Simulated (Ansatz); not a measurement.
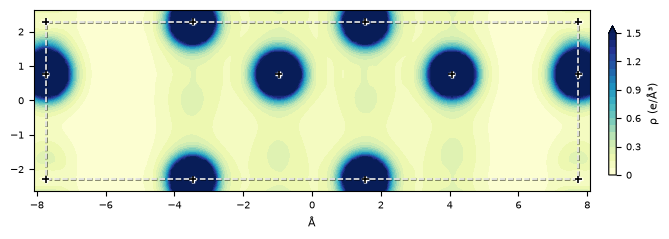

The valence pseudo-density on a plane through atoms (crosses mark nuclei in the plane).

All numbers below come from Ansatz 0.2.0, DFT PBE, scalar-relativistic, plane waves, PAW.

Candidates:
A. Cu5SnO2, a = 3.16 Å, b = 3.16 Å, c = 13.45 Å, α = 90.00°, β = 90.00°, γ = 120.00°. Space group P-3m1; a generated structure, not necessarily the stable one; changed on purpose from its base cell (volume × 1.03, shape and atoms relaxed); computed pressure about −2 GPa in this cell; computed without spin polarisation.
B. BeZn4O, a = 2.65 Å, b = 2.65 Å, c = 15.48 Å, α = 90.00°, β = 90.00°, γ = 120.00°. Space group P3m1; a generated structure, not necessarily the stable one.
C. Si3B2C2, a = 2.78 Å, b = 3.74 Å, c = 15.49 Å, α = 90.00°, β = 90.00°, γ = 90.00°. Space group Immm; a generated structure, not necessarily the stable one.

Which candidate gave the map?

Answer. Candidate B: BeZn4O on the (110) plane of the conventional cell, which holds Be, Zn and O. Be–O (1.53 Å): ρ at the midpoint is about 1.2 e/Å³.
